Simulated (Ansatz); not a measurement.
BH6NOSi

The calculation's input:

```
crystal:
  periodic: [false, false, false]
  atoms:
    - { symbol: "N", position_ang: [-1.4549, 0.9823, -0.4343] }
    - { symbol: B, position_ang: [-0.1203, 0.9667, 0.1759] }
    - { symbol: O, position_ang: [0.146, -0.0122, 1.2046] }
    - { symbol: Si, position_ang: [0.9078, -1.3665, 0.3944] }
    - { symbol: H, position_ang: [-1.3755, 0.9145, -1.4953] }
    - { symbol: H, position_ang: [-0.12294, 1.44288, -0.89281] }
    - { symbol: H, position_ang: [0.7327, 1.7611, -0.1352] }
    - { symbol: H, position_ang: [1.1995, -2.4024, 1.3753] }
    - { symbol: H, position_ang: [-0.1464, -1.9026, -0.5111] }
    - { symbol: H, position_ang: [2.0671, -0.9976, -0.2915] }
magnetization:
  spin_polarized: true
basis:
  gaussian: { orbitals: def2-SVP }
hamiltonian:
  xc: blyp
relax:
  f_tol: 0.02
  max_steps: 50
output:
  orbitals: {}
```

Launched as:

```sh
ansatz run input.yaml --threads 2 --pin off --max-ram 3072MiB --backend cpu --events-out ev --progress --plain --runs-dir out
```

The fields are those of the run's last geometry, not of the input's.

These are results of UKS BLYP/def2-SVP in Ansatz, not measurements.

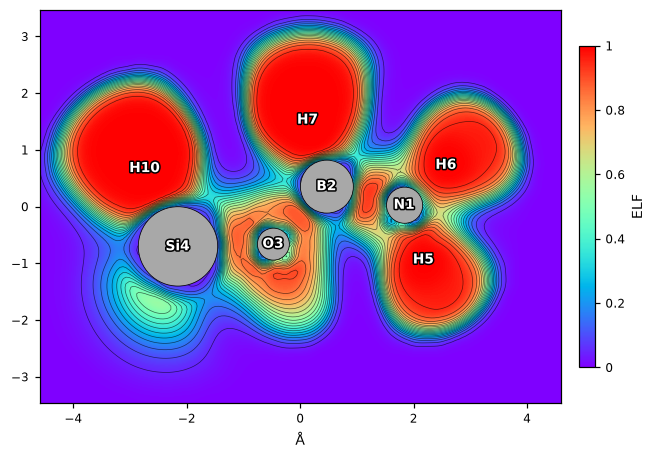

Figure 1. ELF on the plane of atoms B2, O3 and Si4. Grey discs cover the atomic cores.

Describe what can be read from this map.

Atoms in the plane: N, B, O, Si and H. B–O (1.38 Å): the ELF peaks at about 0.90 between the atoms (a shared but strongly polarised pair). B–N (1.41 Å): the ELF peaks at about 0.95 between the atoms (a polar covalent bond). Si–O (1.68 Å): the ELF peaks at about 0.85 between the atoms, as expected for a shared but strongly polarised pair. N–H (1.02 Å): the ELF climbs to about 1 towards the hydrogen, as it does in any bond to H; an ordinary covalent bond to hydrogen. B–H (1.22 Å): the ELF climbs to about 1 towards the hydrogen; a covalent bond by its length. The ELF also peaks beside O3, away from the bonds: lone-pair regions.

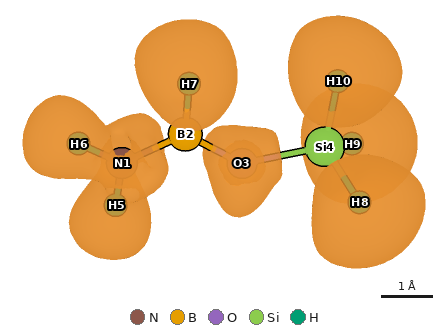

Figure 2. Isosurface of the electron localisation function at 0.75 (orange), seen at a tilt. Only the valence region is drawn (cores and ρ < 0.01 e/Å³ removed).

Where are the electrons localised?

The surface consists of four regions around hydrogen nuclei, one region on O in which the atom's valence shell and bonds are merged and one joined region spread over several atoms (H, N), in which their bonds and any lone pairs are merged.

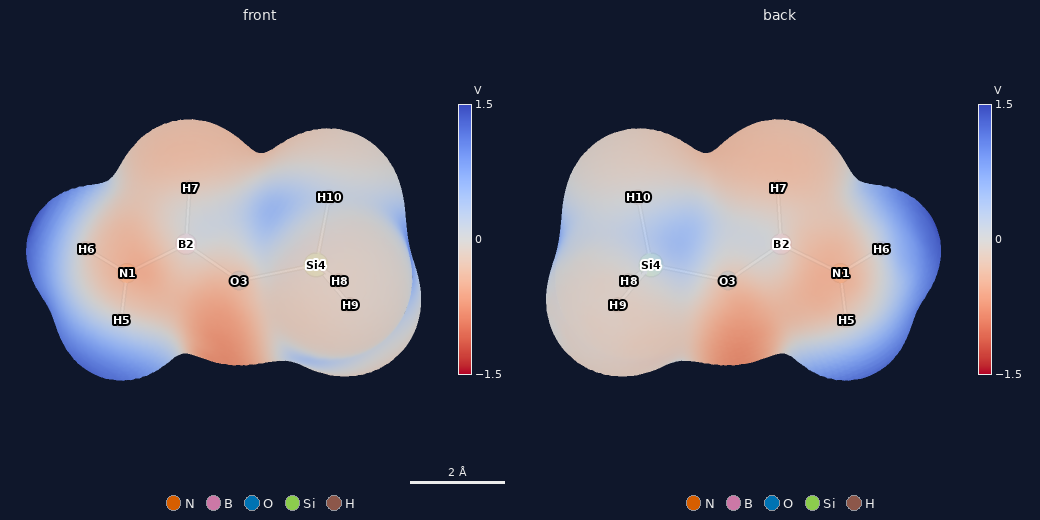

Figure 3. The electrostatic potential painted on the density surface at 0.001 e/bohr³, seen from the front and from behind; the colour scale runs from red (negative) to blue (positive).

Which sites attract a positive test charge, and which a negative one?

A positive charge is drawn to the negative regions and a negative charge to the positive ones. The most negative region (about −0.8 V) lies over O3, the most positive (about +1.3 V) over H6.

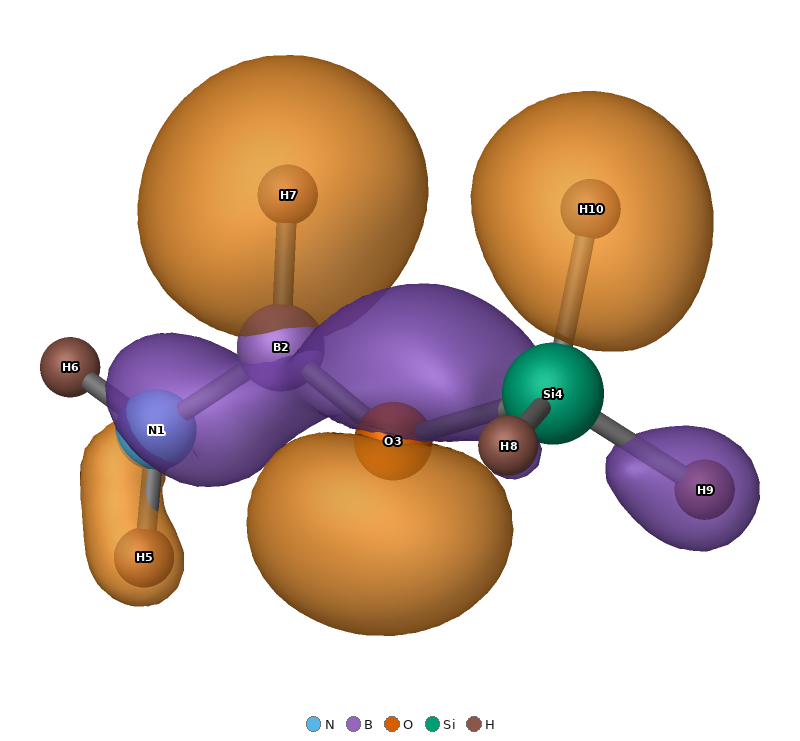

Figure 4. The HOMO−1 at ±0.08 Å⁻³ᐟ² (orange and purple are the two phases), seen at an oblique angle.

Describe this orbital and give its energy.

Its weight (Hirshfeld) is mainly on O3 (about 45 %), H7 (about 15 %), B2 (about 15 %) and H10 (about 10 %). Its energy is −6.81 eV.
